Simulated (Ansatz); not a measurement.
# Calculations on C$_{2}$H$_{8}$BNSi

### Relaxation

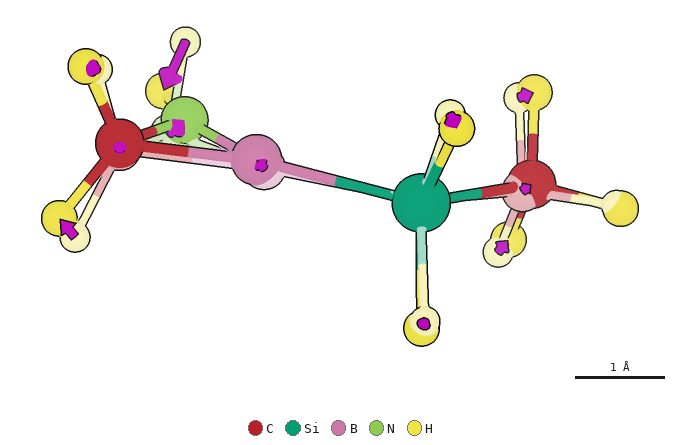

A relaxation of C₂H₈BNSi. The starting structure is drawn faded, the final one solid; purple arrows show the displacements, at their true length. The two geometries are superimposed by the best rigid fit.

Style: ball-and-stick. Shown from a free direction.

The run prepares an end point of a later path (torsion) calculation, from a guessed geometry.

Level of theory: RKS PBE0-D4/def2-mTZVP (Ansatz).

The input:
```yaml
crystal:
  periodic: [false, false, false]
  atoms:
    - { symbol: C, position_ang: [-2.1581, -0.3127, -0.3923] }
    - { symbol: Si, position_ang: [-0.5145, -1.0371, -0.548] }
    - { symbol: B, position_ang: [0.7596, 0.1256, 0.2859] }
    - { symbol: C, position_ang: [2.3121, 0.5329, 0.7131] }
    - { symbol: "N", position_ang: [1.2034, 1.4338, 1.0342] }
    - { symbol: H, position_ang: [-2.9528, -0.9139, -0.8909] }
    - { symbol: H, position_ang: [-2.1821, 0.7242, -0.9013] }
    - { symbol: H, position_ang: [-2.4278, -0.1239, 0.6604] }
    - { symbol: H, position_ang: [-0.1629, -1.1843, -1.9246] }
    - { symbol: H, position_ang: [-0.5048, -2.3437, 0.1423] }
    - { symbol: H, position_ang: [2.6204, -0.0263, 1.6183] }
    - { symbol: H, position_ang: [2.913, 0.8645, -0.0998] }
    - { symbol: H, position_ang: [1.1148, 2.2262, 0.3175] }
basis:
  gaussian: { orbitals: def2-mTZVP }
hamiltonian:
  xc: pbe0
  dispersion: d4
relax:
  f_tol: 0.015
  max_steps: 40
```

Run as
```bash
ansatz run input.yaml --threads 2 --pin off --max-ram 3072MiB --backend cpu --events-out ev --progress --plain --runs-dir out
```

Which element moves most?

Hydrogen: up to 0.79 Å, against 0.30 Å for nitrogen.

What did the optimiser do to the structure, and how much energy did it gain?

Over 15 accepted moves (16 points after the start) the energy falls by 131.4 kJ/mol. Largest force component: 4.1 eV/Å at the start, 0.0082 eV/Å at the end. The line search rejected the trial step at point 10 of the run. The forces were under the threshold at step 9, but the run went on from there. H13 moves most after the best rigid fit: 0.79 Å. Largest moves by element: H 0.79 Å, N 0.30 Å, B 0.15 Å, C 0.13 Å, Si 0.04 Å. Some distances before and after: B3–N5 1.571 → 1.347 Å, B3–C4 1.661 → 1.577 Å, C1–Si2 1.803 → 1.883 Å, Si2–B3 1.916 → 1.993 Å. Bond angles that change, for instance: B3–N5–H13 105.9° → 156.2°, C4–N5–H13 111.8° → 135.5°, H11–C4–H12 128.6° → 113.6°.

### Relaxation

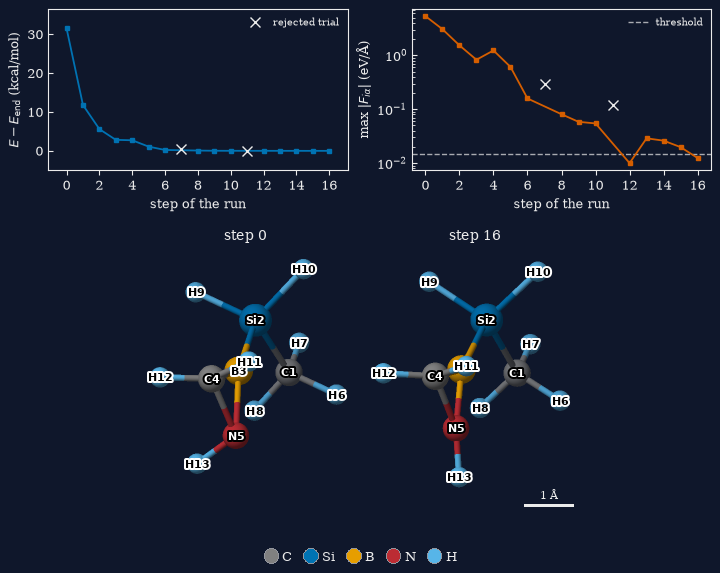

First and last geometry of a relaxation of C$_{2}$H$_{8}$BNSi, with the history of the run. A ball-and-stick model, seen from a free direction.

The run prepares an end point of a later path (torsion) calculation, from a guessed geometry.

These are results of RKS PBE0-D4/def2-mTZVP in Ansatz 0.2.0, not measurements. (no spin polarisation; force threshold 0.015 eV/Å; at most 40 steps)

Q: Did the run converge, and what did it change?

A: It converged. Over 14 accepted moves (16 points after the start) the energy falls by 31.6 kcal/mol. Largest force component: 5.3 eV/Å at the start, 0.012 eV/Å at the end. The line search rejected the trial steps at points 7, 11 of the run. The forces were under the threshold at step 12, but the run went on from there. The atom that moves furthest after the best rigid fit is H13 (0.79 Å). Largest moves by element: H 0.79 Å, N 0.30 Å, B 0.14 Å, C 0.13 Å, Si 0.05 Å. Among the contacts that change: B3–N5 1.571 → 1.347 Å, B3–C4 1.661 → 1.577 Å, C1–Si2 1.803 → 1.883 Å, Si2–B3 1.916 → 1.993 Å. Bond angles that change, for instance: B3–N5–H13 105.9° → 156.1°, C4–N5–H13 111.8° → 135.6°, H11–C4–H12 128.6° → 113.6°. The run took 97 s on 2 threads of Intel(R) Xeon(R) Platinum 8259CL CPU @ 2.50GHz (Skylake/Cascade Lake), on a shared host, peak memory 0.29 GiB.

### Path

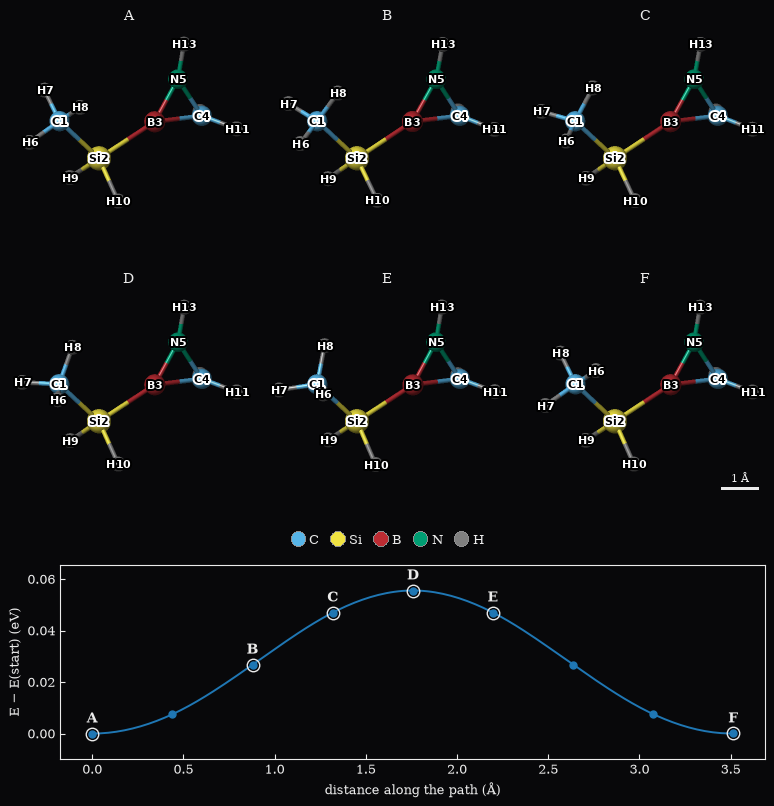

NEB run on C2H8BNSi. Images are numbered from 0 (start) to 8 (end). Frames A to F are images 0, 2, 3, 4, 5, 8. Style: ball-and-stick. Shown at a tilt.

The calculation used RKS PBE0-D4/def2-mTZVP in Ansatz 0.2.0.

The input:
```yaml
crystal:
  periodic: [false, false, false]
  atoms:
    - { symbol: C, position_ang: [-2.252788, -0.258279, -0.474031] }
    - { symbol: Si, position_ang: [-0.539102, -1.037169, -0.509355] }
    - { symbol: B, position_ang: [0.889038, 0.152265, 0.210216] }
    - { symbol: C, position_ang: [2.371928, 0.514928, 0.605802] }
    - { symbol: "N", position_ang: [1.18614, 1.352987, 0.742447] }
    - { symbol: H, position_ang: [-3.006796, -0.938858, -0.875703] }
    - { symbol: H, position_ang: [-2.279996, 0.65799, -1.068089] }
    - { symbol: H, position_ang: [-2.545467, -0.001029, 0.546537] }
    - { symbol: H, position_ang: [-0.181926, -1.410392, -1.910722] }
    - { symbol: H, position_ang: [-0.541978, -2.303218, 0.282828] }
    - { symbol: H, position_ang: [2.820658, 0.141917, 1.526244] }
    - { symbol: H, position_ang: [3.102326, 0.813567, -0.145854] }
    - { symbol: H, position_ang: [0.998263, 2.280592, 1.084481] }
basis:
  gaussian: { orbitals: def2-mTZVP }
hamiltonian:
  xc: pbe0
  dispersion: d4
neb:
  order_check: false
  images: 7
  f_tol: 0.03
  max_iterations: 46
  initial_path: idpp
  final_atoms:
    - { symbol: C, position_ang: [-2.25123614, -0.25106087, -0.49261122] }
    - { symbol: Si, position_ang: [-0.52113364, -0.9826612, -0.61903281] }
    - { symbol: B, position_ang: [0.88598597, 0.14768443, 0.22574893] }
    - { symbol: C, position_ang: [2.36519523, 0.49211615, 0.65157283] }
    - { symbol: "N", position_ang: [1.16460471, 1.2862955, 0.88878273] }
    - { symbol: H, position_ang: [-2.54483834, -0.11581291, 0.55102505] }
    - { symbol: H, position_ang: [-2.99225469, -0.89895151, -0.96623646] }
    - { symbol: H, position_ang: [-2.30112548, 0.72514711, -0.9805993] }
    - { symbol: H, position_ang: [-0.16335415, -1.18805632, -2.05455776] }
    - { symbol: H, position_ang: [-0.49452988, -2.33070982, 0.02332098] }
    - { symbol: H, position_ang: [2.82823584, 0.02643579, 1.5216756] }
    - { symbol: H, position_ang: [3.08399541, 0.88828523, -0.06595717] }
    - { symbol: H, position_ang: [0.96075517, 2.16658942, 1.33166959] }
```

Run as
```bash
ansatz run input.yaml --threads 2 --pin off --max-ram 3072MiB --backend cpu --events-out ev --progress --plain --runs-dir out
```

Question: Read off the barrier and say what moves.

Answer: The two ends have the same energy, and the highest point, image 4, lies 0.056 eV above the start. The motion is a rotation about the C–Si bond by about 120°. No bond forms or breaks between the ends. The band converged in 4 iterations. The largest component of the band force went from 0.47 to 0.016 eV/Å. The climbing image converged on the top of the path. Its vibrational analysis gives one imaginary mode (156i cm⁻¹), as a transition state must have.

The run took 2.8 min on 2 threads of Intel(R) Xeon(R) Platinum 8259CL CPU @ 2.50GHz (Skylake/Cascade Lake), with other jobs on the host, peak memory 0.3 GiB.
